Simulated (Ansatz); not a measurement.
BClH4SeSi

Input file:

```
crystal:
  periodic: [false, false, false]
  atoms:
    - { symbol: Si, position_ang: [-0.0208, 1.0937, -0.3186] }
    - { symbol: B, position_ang: [0.5184, -0.6561, 0.1153] }
    - { symbol: Cl, position_ang: [1.7995, -1.4665, -0.9047] }
    - { symbol: Se, position_ang: [-0.2329, -1.6172, 1.6641] }
    - { symbol: H, position_ang: [-0.603, 1.1402, -1.7173] }
    - { symbol: H, position_ang: [-1.1184, 1.5738, 0.6095] }
    - { symbol: H, position_ang: [1.0967, 2.0661, -0.2382] }
    - { symbol: H, position_ang: [-1.3473, -2.1911, 0.7341] }
basis:
  gaussian: { orbitals: def2-mTZVP }
hamiltonian:
  xc: b3lyp
  dispersion: d4
relax:
  f_tol: 0.02
  max_steps: 50
output:
  orbitals: {}
```

Run with:

```sh
ansatz run input.yaml --threads 2 --pin off --max-ram 3072MiB --backend cpu --events-out ev --progress --plain --runs-dir out
```

The fields are those of the run's last geometry, not of the input's.

All numbers below come from RKS B3LYP-D4/def2-mTZVP (Ansatz 0.2.0).

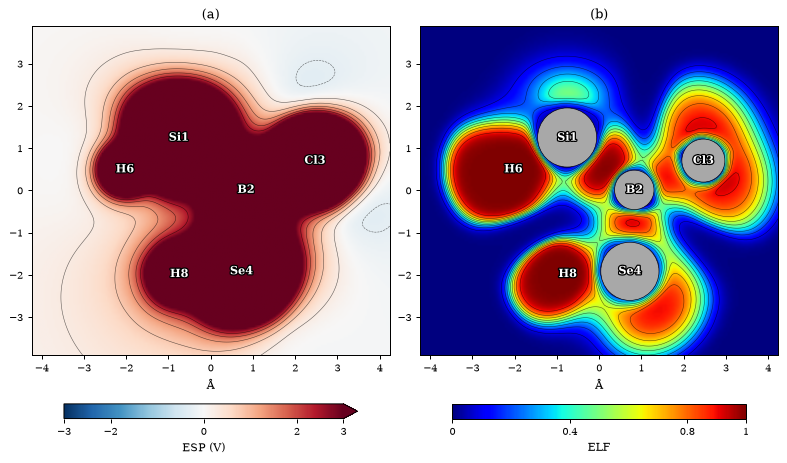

Figure 1. (a) electrostatic potential; (b) ELF on the plane of atoms B2, Se4 and H8. Grey discs cover the atomic cores in the ELF map.

Q: Read the bonding off the picture.

A: The section cuts through Si, B, Cl, Se and H sites. B–Cl (1.78 Å): the ELF peaks at about 0.90 between the atoms; a polar covalent bond. B–Se (1.93 Å): the ELF peaks at about 0.90 between the atoms: localised, covalent bonding. Si–B (2.02 Å): the ELF peaks at about 1 between the atoms: localised, covalent bonding. Se–H (1.48 Å): the ELF climbs to about 1 towards the hydrogen, as it does in any bond to H. Si–H (1.49 Å): the ELF climbs to about 1 towards the hydrogen. The ELF also peaks beside Se4 and Cl3, away from the bonds: lone-pair regions. Outside the dense part of the molecule the potential is most negative (−0.3 V) near Cl3.

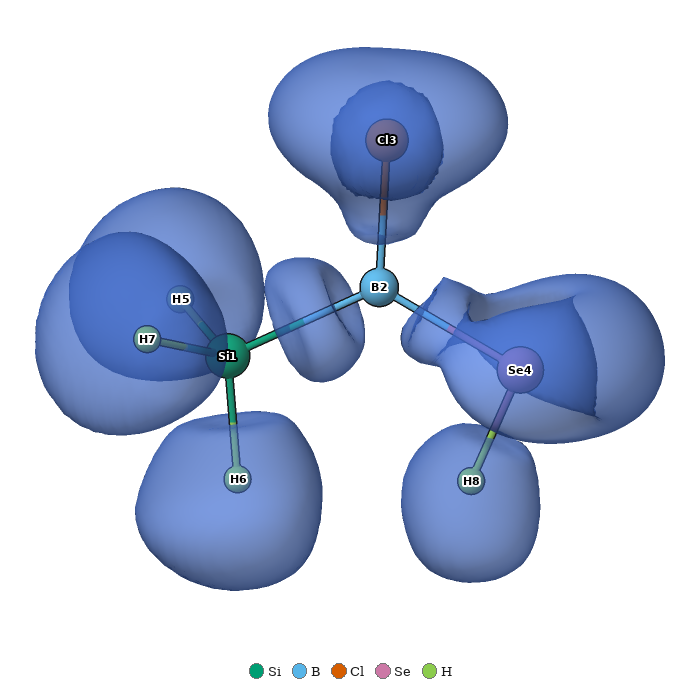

Figure 2. Isosurface of the electron localisation function at 0.75 (blue), seen at a tilt. Only the valence region is drawn (cores and ρ < 0.01 e/Å³ removed).

Q: Describe the localisation domains.

A: The surface consists of one region between bonded B–Si atoms (shared pairs), four regions around hydrogen nuclei, one region on Cl in which the atom's valence shell and bonds are merged and one region on Se in which the atom's valence shell and bonds are merged.

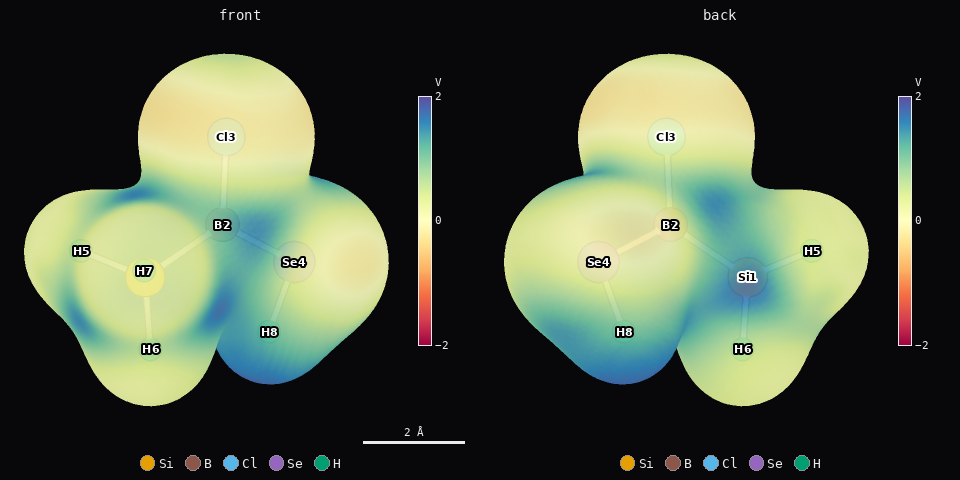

Figure 3. The molecular electrostatic potential painted on the density surface at 0.004 e/bohr³, seen from the front and from behind; red is negative and blue positive.

Q: Describe the electrostatic potential map.

A: The most negative region (about −0.3 V) lies over Cl3, the most positive (about +1.7 V) over Si1 and H8. Cl3 shows a σ-hole: about +0.6 V at the tip opposite its bond, against about −0.1 V on its flanks.
